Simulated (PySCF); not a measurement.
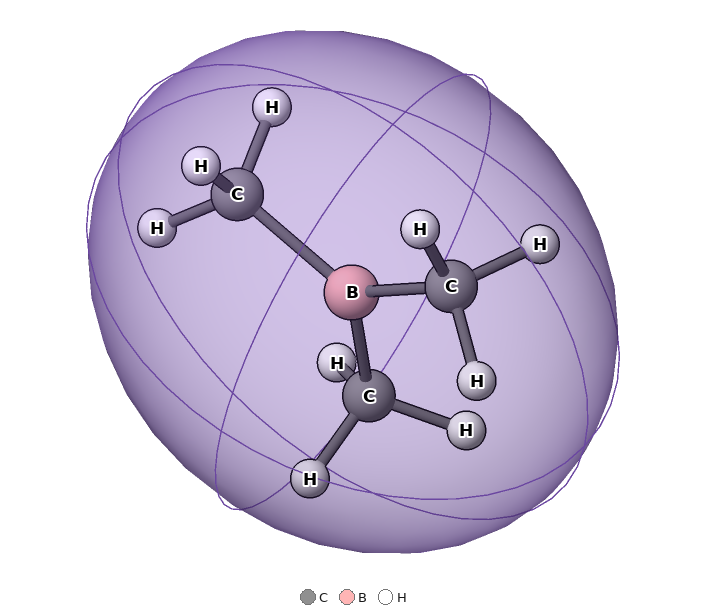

The ellipsoid shows the static dipole polarisability: its half-axes are proportional to the principal values. Computed geometry: GFN2-xTB optimisation. No frequency run is at hand to confirm it as a minimum. Computed with CAM-B3LYP/def2-SVPD (PySCF 2.14.0).

### How large and how anisotropic is the polarisability?

Principal values 44.7, 55.9, 56.2 bohr³; mean 52.3 bohr³ (7.75 Å³); anisotropy 11.3 bohr³, so the longest axis is 1.26 times the shortest.

The geometry is semi-empirical. Around B such bond lengths and angles can be off by a tenth of an ångström or more and by several degrees, and values that hang on the shape move with them.
